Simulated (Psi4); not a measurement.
# wB97X-V/def2-TZVPPD run of GeH2 (SMILES [GeH2])

Aim: the energy change on altering one bond length of GeH2 at wB97X-V/def2-TZVPPD, from 2 runs. 

The calculation is run with Psi4 1.11.

**1. The structure to begin with**

GeH2 has 3 atoms, charge 0, and is taken as a singlet. SMILES: `[GeH2]`. The coordinates come from a PBE0-D4/def2-TZVP relaxation.

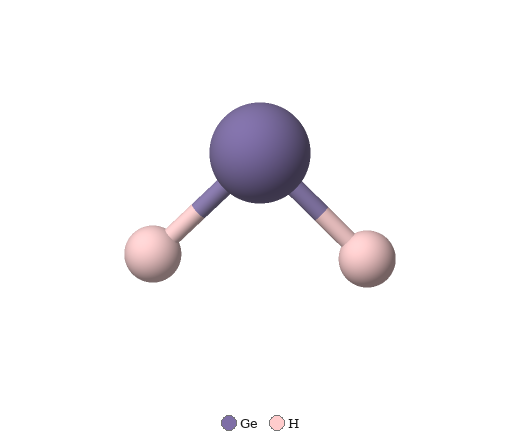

Viewed from a chosen angle; germanium purple, hydrogen pink.

**2. The energy at wB97X-V/def2-TZVPPD**

The input, input.json:

```json
{
  "schema_name": "qcschema_input",
  "schema_version": 1,
  "molecule": {
    "schema_name": "qcschema_molecule",
    "schema_version": 2,
    "symbols": ["Ge", "H", "H"],
    "geometry": [-1.07733286, 0.76552805, -0.49832078, 1.47965556, 1.40520035, 0.9618706, -0.40232269, -2.1707284, -0.46354982],
    "molecular_charge": 0,
    "molecular_multiplicity": 1,
    "fix_symmetry": "c1"
  },
  "driver": "energy",
  "model": {
    "method": "wb97x-v",
    "basis": "def2-TZVPPD"
  },
  "keywords": {
    "puream": true,
    "e_convergence": 1e-09,
    "d_convergence": 1e-08,
    "scf_type": "pk",
    "dft_radial_points": 99,
    "dft_spherical_points": 590
  }
}
```

Launch:

```console
psi4 --qcschema input.json -n 1 --memory 1600MB
```

stdout, cut to the lines that bear on the results:

```text
[...]
  Running in c1 symmetry.
[...]
  Nuclear repulsion =   21.473702033599352
[...]
  Multiplicity = 1
[...]
  Nalpha       = 17
  Nbeta        = 17
[...]
    Number of basis functions: 88
[...]
   @RKS iter   1: -2076.50417872191520   -2.27690e+00   3.40820e-02 ADIIS/DIIS
[...]
   @RKS iter  10: -2077.94966465168000   -1.31877e-11   5.02600e-09 DIIS
[...]
    Orbital Energies [Eh]
    ---------------------
    Doubly Occupied:
       1A   -398.577344     2A    -49.824163     3A    -44.338861
       4A    -44.334729     5A    -44.333687     6A     -6.327121
       7A     -4.508472     8A     -4.495342     9A     -4.491773
      10A     -1.332815    11A     -1.329389    12A     -1.326477
      13A     -1.318403    14A     -1.315760    15A     -0.634926
      16A     -0.413174    17A     -0.335915
[...]
  @RKS Final Energy: -2077.94966465168000
   => Energetics <=
    Nuclear Repulsion Energy =             21.4737020335993520
    One-Electron Energy =               -2938.1887036698080919
    Two-Electron Energy =                 900.6603817456908700
    DFT Exchange-Correlation Energy =     -62.0387518419763637
    Empirical Dispersion Energy =           0.0000000000000000
    VV10 Nonlocal Energy =                  0.1437070808142703
    Total Energy =                      -2077.9496646516799956
[...]
 Multipole Moments:
 ------------------------------------------------------------------------------------
     Multipole            Electronic (a.u.)      Nuclear  (a.u.)        Total (a.u.)
 ------------------------------------------------------------------------------------
 L = 1.  Multiply by 2.5417464519 to convert [e a0] to [Debye]
 Dipole X            :         -1.9852340            1.9501117           -0.0351223
 Dipole Y            :          1.2891737           -1.2664574            0.0227163
 Dipole Z            :          0.0000000           -0.0000000            0.0000000
 Magnitude           :                                                    0.0418283
[...]
```

The result, in JSON:

```text
{
 "driver": "energy",
 "model": {
  "method": "wb97x-v",
  "basis": "def2-TZVPPD"
 },
 "success": true,
 "return_result": -2077.94966465168,
 "properties": {
  "calcinfo_nbasis": 88,
  "calcinfo_nmo": 88,
  "calcinfo_nalpha": 17,
  "calcinfo_nbeta": 17,
  "calcinfo_natom": 3,
  "nuclear_repulsion_energy": 21.473702033599352,
  "return_energy": -2077.94966465168,
  "scf_one_electron_energy": -2938.188703669808,
  "scf_two_electron_energy": 900.6603817456909,
  "scf_vv10_energy": 0.14370708081427028,
  "scf_xc_energy": -62.038751841976364,
  "scf_dipole_moment": [-0.035122281489218476, 0.022716331433748627, 5.653355408980125e-15],
  "scf_total_energy": -2077.94966465168,
  "scf_iterations": 10
 }
}
```

Wall time 15 s (1 thread of Intel Xeon 6975P-C (Granite Rapids), shared host); peak memory 0.82 GiB.

**3. The distorted shape**

The input, run_ase.py:

```python
import numpy as np
from ase.calculators.psi4 import Psi4
from ase import Atoms

mol = Atoms(['Ge', 'H', 'H'], positions=[
    [-0.623680, 0.638169, -0.266460],
    [0.729420, 0.976669, 0.506240],
    [-0.212900, -1.148700, -0.245300],
])
calc = Psi4(atoms=mol, method='wb97x-v', basis='def2-TZVPPD', memory='1600MB', num_threads=1, charge=0, multiplicity=1, label='geh2')
calc.psi4.set_options({'puream': True, 'e_convergence': 1e-09, 'd_convergence': 1e-08, 'scf_type': 'pk', 'dft_radial_points': 99, 'dft_spherical_points': 590})
mol.calc = calc

print(f'energy: {mol.get_potential_energy():.6f} eV')
```

Launch:

```console
python run_ase.py
```

geh2.dat, cut to the lines that bear on the results:

```text
[...]
  Running in c1 symmetry.
[...]
  Nuclear repulsion =   20.071631196436300
[...]
  Multiplicity = 1
[...]
  Nalpha       = 17
  Nbeta        = 17
[...]
    Number of basis functions: 88
[...]
   @RKS iter   1: -2076.45755230085842   -2.34255e+00   3.41514e-02 ADIIS/DIIS
[...]
   @RKS iter  11: -2077.93817111135877   -6.82121e-12   5.06469e-09 DIIS
[...]
    Orbital Energies [Eh]
    ---------------------
    Doubly Occupied:
       1A   -398.589385     2A    -49.835112     3A    -44.349679
       4A    -44.346002     5A    -44.344782     6A     -6.337554
       7A     -4.518300     8A     -4.506026     9A     -4.502297
      10A     -1.342329    11A     -1.339389    12A     -1.336399
      13A     -1.328116    14A     -1.326313    15A     -0.623821
      16A     -0.400029    17A     -0.338483
[...]
  @RKS Final Energy: -2077.93817111135877
   => Energetics <=
    Nuclear Repulsion Energy =             20.0716311964363001
    One-Electron Energy =               -2935.1288601484038736
    Two-Electron Energy =                 898.9835779233929998
    DFT Exchange-Correlation Energy =     -62.0083175919467209
    Empirical Dispersion Energy =           0.0000000000000000
    VV10 Nonlocal Energy =                  0.1437975091624391
    Total Energy =                      -2077.9381711113587698
[...]
 Multipole Moments:
 ------------------------------------------------------------------------------------
     Multipole            Electronic (a.u.)      Nuclear  (a.u.)        Total (a.u.)
 ------------------------------------------------------------------------------------
 L = 1.  Multiply by 2.5417464519 to convert [e a0] to [Debye]
 Dipole X            :         -1.9159942            1.8291404           -0.0868538
 Dipole Y            :          1.8029215           -1.5019561            0.3009654
 Dipole Z            :         -0.8363843            0.8232314           -0.0131529
 Magnitude           :                                                    0.3135232
[...]
```

On the terminal:

```text
energy: -56543.577709 eV
```

It took 16 s on 1 thread of Intel Xeon 6975P-C (Granite Rapids), shared host; peak memory 0.84 GiB.

**4. Summary of results**

At wB97X-V/def2-TZVPPD:

| quantity | value |
| --- | --- |
| first shape: total energy | -2077.94966 Eh |
| first shape: dipole moment | 0.11 D |
| first shape: HOMO energy | -9.14 eV |
| first shape: LUMO energy | -0.87 eV |
| first shape: HOMO–LUMO gap | 8.27 eV |
| distorted shape: total energy | -2077.93817 Eh |
| distorted shape: dipole moment | 0.80 D |
| distorted shape: HOMO energy | -9.21 eV |
| distorted shape: LUMO energy | -0.97 eV |
| distorted shape: HOMO–LUMO gap | 8.24 eV |
| energy change with the Ge1–H3 bond stretched from 1.594 to 1.834 Å | 0.313 eV |

What this shows: With the Ge1–H3 bond stretched from 1.594 to 1.834 Å the energy rises by 0.31 eV (7.2 kcal/mol). The first shape isn't relaxed at this level, so the change isn't measured from a minimum.
